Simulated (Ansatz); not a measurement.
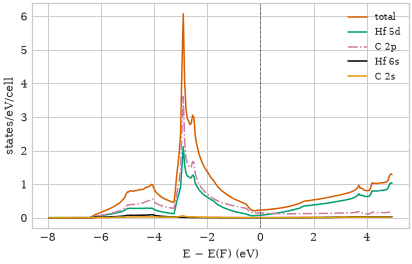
Fig. 1. Total and projected density of states of HfC (rock salt, space group No. 225), r²SCAN (plane waves, PAW; program Ansatz)

Which orbitals carry the states next to the Fermi level?

Within 0.5 eV of the Fermi level: C 2p 62 %, Hf 5d 34 %. Projections are on Löwdin-orthogonalised atomic valence shells; empty p or d shells of many metals are not among them.

Where is the tallest occupied peak in this window, and what makes it?

Near -2.9 eV, about 6.1 states/eV per cell; the largest projected share is C 2p.

Space group Fm-3m (rock salt). The cell was relaxed with r²SCAN under the symmetry of its start; of distortions, only those at the zone centre were tested. No spin polarisation was allowed. Spin–orbit coupling is left out wherever it is not named.

Potentials: the later of the program's two PAW sets.
